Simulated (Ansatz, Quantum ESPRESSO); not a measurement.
# BaLiF3 (Pm-3m): modes at Γ and the response to a field, part 3 of 3

Wanted: the vibrations of BaLiF3 (Pm-3m) at Γ, by two programs.

Quantum ESPRESSO 7.5; DFT LDA, scalar-relativistic, plane waves, JTH PAW pseudopotentials.

So far, mean static dielectric tensor (ions relaxed, fixed cell): step 6 (modes with the sum rule) 11.4. The relaxed cell has a = 3.895 Å (conventional setting).

## (7) Sum rules set otherwise: a sum rule for molecules or wires on a crystal

This rule also removes rotations, which suits molecules and not a crystal; it is tried to see the harm.

The input, dynmat.in:

```
 &input
    fildyn='g.dyn',
    asr='zero-dim',
    lperm=.true.,
 /
```

The run is started by

```console
$ dynmat.x -in dynmat.in > dynmat.out
```

Numbers of over 12 decimals in the logs are rounded to 6 here.

Log:

```text
[banner, memory and clock lines left out]
Program DYNMAT v.7.5

     Reading Dynamical Matrix from file g.dyn
     ...Force constants read
     ...epsilon and Z* read
     Acoustic Sum Rule: || Z*(ASR) - Z*(orig)|| =    2.091191E+00
     Acoustic Sum Rule: ||dyn(ASR) - dyn(orig)||=    1.652044E-01
     A direction for q was not specified:TO-LO splitting will be absent

     Polarizability (A^3 units)
     multiply by 0.636393 for Clausius-Mossotti correction
         8.061291    0.000000    0.000000
         0.000000    8.061291    0.000000
         0.000000    0.000000    8.061291

     IR activities are in (D/A)^2/amu units

# mode   [cm-1]    [THz]      IR
    1     -0.00   -0.0000    0.0000
    2     -0.00   -0.0000    0.0000
    3      0.00    0.0000    0.0000
    4      0.00    0.0000    0.0000
    5      0.00    0.0000    0.0000
    6      0.00    0.0000    0.0000
    7    157.61    4.7251    5.0625
    8    200.11    5.9992    3.5781
    9    200.11    5.9992    3.5781
   10    278.89    8.3610    6.3753
   11    278.89    8.3610    6.3753
   12    328.28    9.8416    1.0270
   13    408.07   12.2336    6.4190
   14    408.07   12.2336    6.4190
   15    417.86   12.5271    4.7376

Electronic dielectric permittivity tensor (relative, adimensional)
         2.714067    0.000000    0.000000
         0.000000    2.714067    0.000000
         0.000000    0.000000    2.714067

 ... with zone-center polar mode contributions
        10.655741    0.367968    0.367968
         0.367968   10.655741    0.367968
         0.367968    0.367968   10.655741

[end of the log left out, with the tail of the file of modes that dynmat.x writes under the same name]
```

Run time: 0.47 s. Hardware: 1 thread of Arm Neoverse V2, shared host.

The run ended normally, but on settings that are not sound.

The fault: a sum rule for molecules or wires on a crystal; 3 optical modes are projected out to zero frequency, as if they were rotations, and the static dielectric tensor is spoilt.

For a crystal the rule has to be 'simple' or 'crystal'.

Zone-centre frequencies as printed; negative means imaginary. Modes:

```
mode  frequency (cm⁻¹)
   1                 0
   2                 0
   3                 0
   4                 0
   5                 0
   6                 0
   7             157.6
   8             200.1
   9             200.1
  10             278.9
  11             278.9
  12             328.3
  13             408.1
  14             408.1
  15             417.9
```

## (8) Sum rules set otherwise (asr no)

Without the rule the raw error of the acoustic modes shows.

The input, dynmat.in:

```
 &input
    fildyn='g.dyn',
    asr='no',
    lperm=.true.,
 /
```

The run is started by

```console
$ dynmat.x -in dynmat.in > dynmat.out
```

Log:

```text
[banner, memory and clock lines left out]
Program DYNMAT v.7.5

     Reading Dynamical Matrix from file g.dyn
     ...Force constants read
     ...epsilon and Z* read
     A direction for q was not specified:TO-LO splitting will be absent

     Polarizability (A^3 units)
     multiply by 0.636393 for Clausius-Mossotti correction
         8.061291    0.000000    0.000000
         0.000000    8.061291    0.000000
         0.000000    0.000000    8.061291

     IR activities are in (D/A)^2/amu units

# mode   [cm-1]    [THz]      IR
    1      1.61    0.0483    0.0000
    2      1.61    0.0483    0.0000
    3      1.61    0.0483    0.0000
    4    157.62    4.7252    5.0867
    5    157.62    4.7252    5.0867
    6    157.62    4.7252    5.0867
    7    207.25    6.2132    0.0000
    8    207.25    6.2132    0.0000
    9    207.25    6.2132    0.0000
   10    328.28    9.8416    1.0247
   11    328.28    9.8416    1.0247
   12    328.28    9.8416    1.0247
   13    417.88   12.5276    4.7202
   14    417.88   12.5276    4.7202
   15    417.88   12.5276    4.7202

Electronic dielectric permittivity tensor (relative, adimensional)
         2.714067    0.000000    0.000000
         0.000000    2.714067    0.000000
         0.000000    0.000000    2.714067

 ... with zone-center polar mode contributions
        11.422011    0.000000   -0.000000
         0.000000   11.422011   -0.000000
        -0.000000   -0.000000   11.422011

[end of the log left out, with the tail of the file of modes that dynmat.x writes under the same name]
```

Elapsed: 0.47 s, on 1 thread.

Read from the output:

* highest optical zone-centre mode (no LO-TO term): 417.9 cm⁻¹
* mean static dielectric constant: 11.42

Zone-centre frequencies as printed; negative means imaginary. Modes:

```
mode  frequency (cm⁻¹)
   1              1.61
   2              1.61
   3              1.61
   4             157.6
   5             157.6
   6             157.6
   7             207.2
   8             207.2
   9             207.2
  10             328.3
  11             328.3
  12             328.3
  13             417.9
  14             417.9
  15             417.9
```

Against the first rule no mode moves by more than 1.7 cm⁻¹.

## (9) Modes along a direction of q (1 0 0)

A longitudinal polar mode sets up a macroscopic field that stiffens it; the term hangs on the direction from which q goes to zero.

The input, dynmat.in:

```
 &input
    fildyn='g.dyn',
    asr='simple',
    q(1)=1.0,
    q(2)=0.0,
    q(3)=0.0,
 /
```

The run is started by

```console
$ dynmat.x -in dynmat.in > dynmat.out
```

Log:

```text
[banner, memory and clock lines left out]
Program DYNMAT v.7.5

     Reading Dynamical Matrix from file g.dyn
     ...Force constants read
     ...epsilon and Z* read

     Polarizability (A^3 units)
     multiply by 0.636393 for Clausius-Mossotti correction
         8.061291    0.000000    0.000000
         0.000000    8.061291    0.000000
         0.000000    0.000000    8.061291

     IR activities are in (D/A)^2/amu units

# mode   [cm-1]    [THz]      IR
    1     -0.00   -0.0000    0.0000
    2      0.00    0.0000    0.0000
    3      0.00    0.0000    0.0000
    4    157.61    4.7250    5.0625
    5    157.61    4.7250    5.0625
    6    207.24    6.2130    0.0000
    7    207.24    6.2130    0.0000
    8    207.24    6.2130    0.0000
    9    247.46    7.4187    1.2124
   10    328.28    9.8415    1.0278
   11    328.28    9.8415    1.0278
   12    343.01   10.2833    0.4506
   13    417.81   12.5257    4.7367
   14    417.81   12.5257    4.7367
   15    521.77   15.6422    9.1641

[end of the log left out, with the tail of the file of modes that dynmat.x writes under the same name]
```

The job ended after 0.47 s (1 thread).

Numbers from this step:

```yaml
highest_mode_moved_by_the_lo_to_term: 521.8 cm⁻¹
```

Zone-centre frequencies as printed; negative means imaginary. Modes:

```
mode  frequency (cm⁻¹)
   1                 0
   2                 0
   3                 0
   4             157.6
   5             157.6
   6             207.2
   7             207.2
   8             207.2
   9             247.5
  10             328.3
  11             328.3
  12               343
  13             417.8
  14             417.8
  15             521.8
```

The field moves 3 modes; the highest of them now lies at 522 cm⁻¹, where the highest that moved away lay at 418.

## (10) Cross-check with Ansatz

The same cell goes through another code, with its own cutoff. The potentials differ. Its k mesh is centred on Γ.

This step: DFT LDA, scalar-relativistic, plane waves, PAW (Ansatz 0.2.0).

The input, input.yaml:

```yaml
crystal:
  lattice:
    - [3.8951921583, 0.0, 0.0]
    - [0.0, 3.8951921583, 0.0]
    - [0.0, 0.0, 3.8951921583]
  atoms:
    - { symbol: Ba, position: [0.0, 0.0, 0.0] }
    - { symbol: Li, position: [0.5, 0.5, 0.5] }
    - { symbol: F, position: [0.0, 0.5, 0.5] }
    - { symbol: F, position: [0.5, 0.5, 0.0] }
    - { symbol: F, position: [0.5, 0.0, 0.5] }
kpoints:
  mp_grid: { grid: [6, 6, 6] }
hamiltonian:
  xc: lda
scf:
  occupations: { method: fixed }
output:
  eigenvalues: true
phonons:
  method: dfpt
  dielectric: true
  rigid_motions: translations
```

The run is started by

```console
$ ansatz run input.yaml --threads 4 --pin off --max-ram 8192MiB --backend cpu --events-out ev --progress --plain --runs-dir out
```

Log:

```text
Engine: ansatz 0.2.0, aarch64-unknown-linux-gnu
Pseudopotentials: kind: paw
Pseudopotential: Ba, paw, valence charge 10, recommended cutoff 420 eV (normal), Ba.paw.azcp
Pseudopotential: Li, paw, valence charge 3, recommended cutoff 420 eV (normal), Li.paw.azcp
Pseudopotential: F, paw, valence charge 7, recommended cutoff 420 eV (normal), F.paw.azcp
Functional definition: SPW92
  exchange = slater_x
  correlation = pw_c
Crystal: 5 atoms, lattice volume = 59.100 Å³
Basis set: ecut = 420 eV, 1189 PW (Γ), exchange–correlation on 54×54×54 points (8 copies of the dense FFT grid, shifted against one another)
Bands: 22, of which v1, the nominal top of the filled ones, is band 17 counted from 1 (16 counted from 0)
Symmetry: 48 space group operations
k-points: 80 of 216 (irreducible under 2 space group operations, time reversal used)
Non-local potential: Ba, projectors of the file, l = 0: 3, l = 1: 2, l = 2: 2, l = 3: 2
Non-local potential: Li, projectors of the file, l = 0: 3, l = 1: 2, l = 2: 1
Non-local potential: F, projectors of the file, l = 0: 2, l = 1: 2, l = 2: 1
PAW form: soft (Blöchl's): semilocal exchange-correlation on the pseudo side does not see the compensation charge
PAW frozen core: Ba, regenerated for the run's functional, and the local potential with it (the file was generated under x = pbe(κ = 0.804, μ = 0.219515), c = pbe(β = 0.066725))
PAW frozen core: F, regenerated for the run's functional, and the local potential with it (the file was generated under x = pbe(κ = 0.804, μ = 0.219515), c = pbe(β = 0.066725))
PAW one-centre angular grid: Ba, 194 points (default); XC on 64 Gauss nodes
PAW one-centre angular grid: Li, 110 points (default); XC on 64 Gauss nodes
PAW one-centre angular grid: F, 110 points (default); XC on 64 Gauss nodes
Initial density: superposition of atomic densities (neutral atoms: chi_scale 0, normalization atom), corrected by the library's trained network
Initial wavefunctions: pseudopotential atomic-orbital guess
Functional: x = slater, c = lda
SCF iter   1: F=—  HF=-8372.230508 eV  |F-HF|=—  |Δ(HF+E_count)|=         —  Δρ=2.01e-2  dr2=1.65e-1  ethr=1.77e-3  ⟨swp⟩=4.9  Hψ=7528  notcnv=0  defer=219
preconditioner: auto → Resta (q_TF=auto, 2.488 Å⁻¹)  ε∞=3.6  [insulator: Δε(μ)=6.350 eV  Ē_g=16.994 eV  n_scr=18 (ndim 8)  ℏωp=27.3 eV  f_vac=0.000  ε∞_Penn≈3.6]
SCF iter   2: F=—  HF=-8372.179119 eV  |F-HF|=—  |Δ(HF+E_count)|=   5.14e-2  Δρ=5.04e-3  dr2=4.09e-3  ethr=4.84e-4  ⟨swp⟩=2.0  Hψ=3440  notcnv=0  defer=226
SCF iter   3: F=—  HF=-8372.177342 eV  |F-HF|=—  |Δ(HF+E_count)|=   1.78e-3  Δρ=2.10e-3  dr2=1.31e-3  ethr=1.20e-5  ⟨swp⟩=2.4  Hψ=3233  notcnv=0  defer=236
SCF iter   4: F=—  HF=-8372.176993 eV  |F-HF|=—  |Δ(HF+E_count)|=   3.49e-4  Δρ=9.21e-4  dr2=2.46e-4  ethr=3.85e-6  ⟨swp⟩=1.0  Hψ=1682  notcnv=0  defer=225
SCF iter   5: F=—  HF=-8372.176892 eV  |F-HF|=—  |Δ(HF+E_count)|=   1.01e-4  Δρ=2.00e-4  dr2=1.19e-5  ethr=7.22e-7  ⟨swp⟩=2.0  Hψ=1760  notcnv=0  defer=185
SCF iter   6: F=—  HF=-8372.176888 eV  |F-HF|=—  |Δ(HF+E_count)|=   4.01e-6  Δρ=2.14e-5  dr2=1.56e-7  ethr=3.51e-8  ⟨swp⟩=2.0  Hψ=1794  notcnv=0  defer=160
SCF iter   7: F=—  HF=-8372.176888 eV  |F-HF|=—  |Δ(HF+E_count)|=   8.96e-8  Δρ=1.99e-6  dr2=1.24e-9  ethr=4.59e-10  ⟨swp⟩=2.4  Hψ=2978  notcnv=0  defer=145
SCF iter   8: F=-8372.176888 eV  HF=-8372.176888 eV  |F-HF|=3.09e-11  |Δ(HF+E_count)|=  6.29e-10  Δρ=3.41e-7  dr2=4.90e-11  ethr=1.00e-12  ⟨swp⟩=14.3  Hψ=15530  notcnv=0
SCF 1 converged in 8 iterations: F = -8372.176888 eV  dr2 = 4.90e-11
  greatest PAW one-centre occupation: 1.000 electrons in one spin orbital (limit 2), on the Li atom at site 1 (counted from 0), in its partial waves of l = 0
DFPT response loops at Γ: preconditioner auto → none (the input reference at scf.mixing.eps_inf says where Resta's filter doesn't serve); β = 0.50; Broyden in place of MSR1
SCF converged after 8 iterations
Free energy (F): -8372.176888 eV
Harris-Foulkes:  -8372.176888 eV  (|F-HF|=3.09e-11)
Internal energy: -8372.176888 eV  (E = F + TS)
E sigma→0 (E₀):  -8372.176888 eV
Fermi energy:    5.331340 eV
--- Per-component energies (eV) ---
  E_band       = -130.162697
  E_kinetic    = 812.428013
  E_local      = -1837.230954  (includes V_loc(G=0)·N_el)
  E_nonlocal   = 254.514322
  E_hartree    = 674.904292
  E_xc         = -415.798866
  E_vxc        = -458.193787  (∫ρ·V_xc dr)
  E_paw        = -5638.988076  (= ΣΔE_a)
  E_vpaw       = -251.495214  (= ΣTr[D̂ρ^β])
  E_aug_tail   = 0.006072  (compensation charges beyond the density's cutoff)
  E_ewald      = -2222.633962
  E_core_change = 0.622271  (= ΣΔE_core)
  E_smearing   = -0.000000  (= −TS)
  E_closure    = -0.000000  (closes the sum)
  Σ components = -8372.176888   (vs F -8372.176888, Δ=0.00e0)
--- Band table (eV; the first three rows and the last of 80) ---
  k-point 0: bands = [... 13 lower, 4.3140, 5.3313, 5.3313, 5.3313, 11.9983, 11.9983, 13.9359, 15.5420, ... 1 higher]
  k-point 1: bands = [... 13 lower, 4.2605, 5.0496, 5.2305, 5.2305, 12.3739, 12.5337, 14.5497, 15.6481, ... 1 higher]
  k-point 2: bands = [... 13 lower, 4.3105, 4.4886, 4.9770, 4.9770, 13.1724, 13.6468, 15.8977, 16.1870, ... 1 higher]
  k-point 79: bands = [... 13 lower, 5.0626, 5.1019, 5.1019, 5.1019, 13.6126, 13.6126, 13.6126, 17.6212, ... 1 higher]
--- Phonons (Γ-DFPT): 4 representative perturbations + reference, on 80 of 216 k-points (Σ response iterations 14) ---
  k mesh reduced under 2 symmetry operations, with k and −k counted as one. Each operation leaves every solved perturbation unchanged. A smaller set is not considered because the run solves the response to a homogeneous field
  ASR residual: 2.873e-4 → 0.000e0 eV/Å²; symmetrization residual: 1.319e-6 eV/Å²
  ASR residual per site (eV/Å²): 5.28e-5 2.74e-5 2.87e-4 2.87e-4 2.87e-4
  Γ frequencies (cm⁻¹): 0.00 0.00 0.00 145.85 145.85 145.85 198.67 198.67 198.67 327.39 327.39 327.39 401.79 401.79 401.79
  ε∞ (high-frequency dielectric tensor):
        2.730737    -0.000000     0.000000
        0.000000     2.730737     0.000000
        0.000000     0.000000     2.730737
  ε⁰ (static dielectric tensor: ions relaxed, cell fixed):
       13.119768     0.000000    -0.000000
        0.000000    13.119768     0.000000
       -0.000000     0.000000    13.119768
  ε⁰ − ε∞ (ionic part):
       10.389031     0.000000    -0.000000
        0.000000    10.389031     0.000000
       -0.000000     0.000000    10.389031
  softest optical mode at Γ: 145.85 cm⁻¹; the repairs (sum rule, projections) moved no ω² at Γ by more than (2.21 cm⁻¹)²
  Born effective charges Z* (e; rows j = field, columns β = displacement):
    site 0:
         2.79624   -0.00000    0.00000
         0.00000    2.79624    0.00000
         0.00000    0.00000    2.79624
    site 1:
         1.04630   -0.00000    0.00000
         0.00000    1.04630    0.00000
         0.00000   -0.00000    1.04630
    site 2:
        -1.02365    0.00000   -0.00000
        -0.00000   -1.40945    0.00000
         0.00000    0.00000   -1.40945
    site 3:
        -1.40945   -0.00000    0.00000
         0.00000   -1.40945    0.00000
         0.00000    0.00000   -1.02365
    site 4:
        -1.40945    0.00000    0.00000
        -0.00000   -1.02365    0.00000
         0.00000    0.00000   -1.40945
  Z* charge neutrality: 2.366e-5 e pre-enforcement
  k-mesh period / interband length: 23.4 Å / 0.95 Å = 24.56 at k = (0.0000, 0.0000, 0.0000), direct gap 6.667 eV — 14 or more, which is no proof of convergence
  optical modes at Γ without the LO–TO term, one row a degenerate level:
      ω (cm⁻¹)  modes    IR ((D/Å)²/amu)
        145.85      3            15.9455
        198.67      3             0.0000
        327.39      3             2.3860
        401.79      3            14.8186
  optical modes at Γ + LO–TO along q̂ = [1.0000, 0.0000, 0.0000]:
      ω (cm⁻¹)  modes    IR ((D/Å)²/amu)
        145.85      2            10.6303
        198.67      3             0.0000
        243.12      1             1.2642
        327.39      2             1.5907
        337.22      1             0.2674
        401.79      2             9.8790
        512.93      1             9.5184
  optical modes at Γ + LO–TO along q̂ = [0.0000, 1.0000, 0.0000]:
      ω (cm⁻¹)  modes    IR ((D/Å)²/amu)
        145.85      2            10.6303
        198.67      3             0.0000
        243.12      1             1.2642
        327.39      2             1.5907
        337.22      1             0.2674
        401.79      2             9.8790
        512.93      1             9.5184
  optical modes at Γ + LO–TO along q̂ = [0.0000, 0.0000, 1.0000]:
      ω (cm⁻¹)  modes    IR ((D/Å)²/amu)
        145.85      2            10.6303
        198.67      3             0.0000
        243.12      1             1.2642
        327.39      2             1.5907
        337.22      1             0.2674
        401.79      2             9.8790
        512.93      1             9.5184
```

Wall time 21 s (4 threads); peak memory 0.69 GiB; 79 s of CPU time.

Numbers from this step:

```
gap on the k-mesh                                : 6.667 eV
sum-rule residual before enforcement             : 2.87e-4 eV/Å²
miss of the charge sum rule                      : 2.37e-5 e
highest optical zone-centre mode (no LO-TO term) : 401.8 cm⁻¹
lowest optical zone-centre mode                  : 145.8 cm⁻¹
mean high-frequency dielectric constant          : 2.731
largest Born charge in size (third of the trace) : 2.796 e
mean static dielectric constant                  : 13.12
highest mode moved by the LO-TO term             : 512.9 cm⁻¹
```

Transverse modes. Lines of the infrared spectrum (strongest = 100):

```
position (cm⁻¹)  label  IR intensity ((D/Å)²/amu), degenerate modes summed, relative
            146    T1u                                                           100
            199    T2u                                                           0.0
            327    T1u                                                            15
            402    T1u                                                            93
```

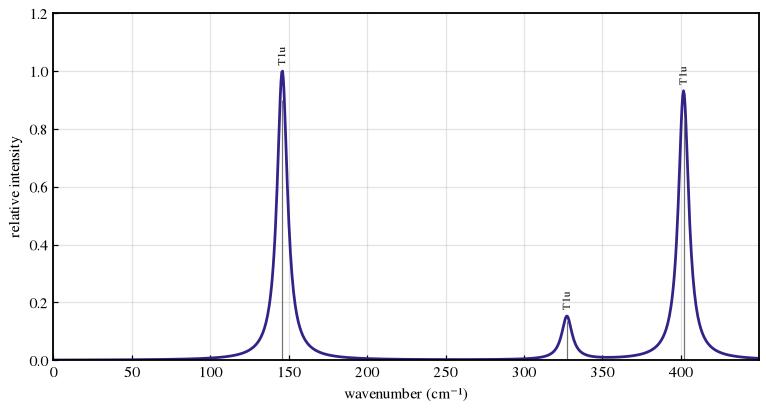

The infrared spectrum, broadened with Lorentzians of width 8 cm⁻¹; bars mark the lines.

## (11) Side by side: QE JTH and Ansatz, PAW

Worked out from the results:

- root-mean-square difference: 10.83 cm⁻¹
- largest difference: 16.02 cm⁻¹

The 12 of 12 modes that differ most. Frequencies side by side:

```
q (reciprocal lattice)  mode  QE JTH (cm⁻¹)  Ansatz, PAW (cm⁻¹)
                 0 0 0     4          157.6               145.8
                 0 0 0     5          157.6               145.8
                 0 0 0     6          157.6               145.8
                 0 0 0     7          207.2               198.7
                 0 0 0     8          207.2               198.7
                 0 0 0     9          207.2               198.7
                 0 0 0    10          328.3               327.4
                 0 0 0    11          328.3               327.4
                 0 0 0    12          328.3               327.4
                 0 0 0    13          417.8               401.8
                 0 0 0    14          417.8               401.8
                 0 0 0    15          417.8               401.8
```

The two runs side by side. Further quantities:

```
                                                                               quantity  QE JTH  Ansatz, PAW
                                                                                mean ε∞   2.714        2.731
largest Born charge in size (e; the first before, the second after the charge sum rule)   2.765        2.796
```

At the zone centre the largest difference (acoustic modes at Γ apart) is 4 % of the highest mode.

## (12) Results

```
space group after relaxation                                           : Pm-3m
volume per atom                                                        : 11.8 Å³
gap on the k-mesh                                                      : 6.60 eV
highest optical zone-centre mode (no LO-TO term)                       : 417.8 cm⁻¹
lowest optical zone-centre mode                                        : 157.6 cm⁻¹
highest mode moved by the LO-TO term                                   : 521.8 cm⁻¹
mean high-frequency dielectric constant                                : 2.71
largest Born charge in size (third of the trace)                       : 2.77 e
mean static dielectric constant                                        : 11.4
imaginary optical modes at the zone centre (no q mesh in this session) : none
largest difference from Ansatz, PAW                                    : 16.0 cm⁻¹
```

In words: At the LDA level the optical modes of BaLiF3 (Pm-3m) at the zone centre (no LO-TO term) run from 158 to 418 cm⁻¹. Along the directions run, the highest mode that the macroscopic field moves lies at 522 cm⁻¹. Lattice motion raises the mean dielectric constant from 2.714 to 11.39. Of the 12 optical modes, 9 are infrared active alone and 3 are silent. QE JTH and Ansatz, PAW differ by 10.8 cm⁻¹ in the root mean square and by 16.0 cm⁻¹ at most, 3.8 % of the highest mode compared (acoustic modes at Γ left out); the two use different potentials, and the cell was not relaxed for the second set. These are harmonic frequencies at zero temperature: anharmonic shifts and linewidths and thermal expansion are left out. Spin-orbit coupling is left out, which can matter for the heavy elements here. The structure comes from a database and need not be the phase that is stable at ambient conditions.

[Host names and launcher messages were left out of these logs when they were recorded.]

[Logs are printed without paths, hosts, clocks, repeated set-up lines and the standing remarks that a program may print on its own settings, such as how far it seeks lower states.]

[Hosts, paths, dates, database ids (printed as entryN), source tags and the programs' standing remarks are cut or masked in the printed files.]
